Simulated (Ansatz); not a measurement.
Fields on a plane of CdS (zinc blende)

```yaml
crystal:
  lattice:
    - [0.00000, 2.96355, 2.96355]
    - [2.96355, 0.00000, 2.96355]
    - [2.96355, 2.96355, 0.00000]
  atoms:
    - { symbol: S, position: [0.75000, 0.75000, 0.75000] }
    - { symbol: Cd, position: [0.00000, 0.00000, 0.00000] }
```

The slice is a {110} plane (indices of the conventional cell) through the point (0.750, 0.750, 0.750) (fractional), spanned by u = [100] and v = [1 -1 -1] in vectors of this cell: u (4.19 Å) and v (5.93 Å, at 90° to u). It covers one period; positions are fractions (u, v).

Atoms on it: S at (0.00, 0.00); Cd at (0.50, 0.75).

Calculation: PBE (plane waves to 420 eV, PAW, scalar-relativistic; Ansatz, a quantum-chemistry and plane-wave program). k mesh 10×10×10. Inside the PAW spheres the values are not all-electron values, and peaks at nuclei hang on which shells count as valence. CdS was relaxed with its symmetry unable to fall. The PAW data are Ansatz's earlier set.

```
|::--++++--..      ....::::....      ..--++++--|
|****++==::      ....::::::::....      ::==++**|
|##**==::..      ..::::::::::::..      ..::==**|
|++==--..      ....::........::....      ..--==|
|::::..      ........        ........      ..::|
|....      ........    ....    ........      ..|
|        ....::::    ::****::    ::::....      |
|      ....::::::    ==@@@@==    ::::::....    |
|      ....::--::    ::****::    ::--::....    |
|    ......::----..    ....    ..----::......  |
|    ......::----::..        ..::----::......  |
|    ......::::----::::....::::----::::......  |
|    ......::::::------::::------::::::......  |
|    ..........::::::::::::::::::::..........  |
|      ..............::::::::..............    |
|        ................................      |
|                    ........                  |
|                                              |
|                                              |
|                                              |
|                                              |
|                                              |
|                                              |
|                                              |
|                                              |
|..........                            ........|
|::::::::....                        ....::::::|
|++++++==--::..                    ..::--==++++|
|######**==::..                    ..::==**####|
|**##@@%%**--....                ....--**%%@@##|
|::==%%%%**--....      ....      ....--**%%%%==|
|  ::**##++--..    ............    ..--++##**::|
```
Scale: ten equal steps from 0.004 (start of ' ') to 0.236 (end of '@'), in the order ' .:-=+*#%@'. Values: density of the lowest conduction band (whole band as if filled, smooth part) in e/Å³. The map has 23 points along u (two characters each, u = 0 at the left) and 32 along v (v = 0 in the bottom row). 

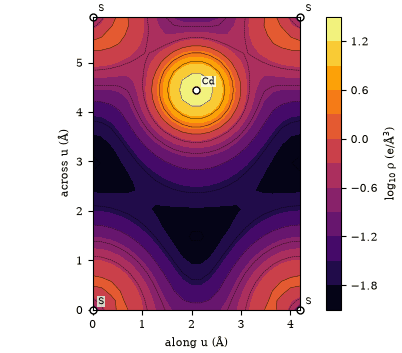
*Log₁₀ of the valence density in e/Å³, one period of the plane, atoms marked. The scale is logarithmic, as a density can span decades between atoms and voids.*

| Item | Value |
|---|---|
| Density on the S–Cd line (2.57 Å) at its density minimum, 1.3 Å from S | 0.39 e/Å³ |
| ELF at that point | 0.2 |
| Element round which the density of the highest valence band (whole band, smooth part) is largest on this plane | S |
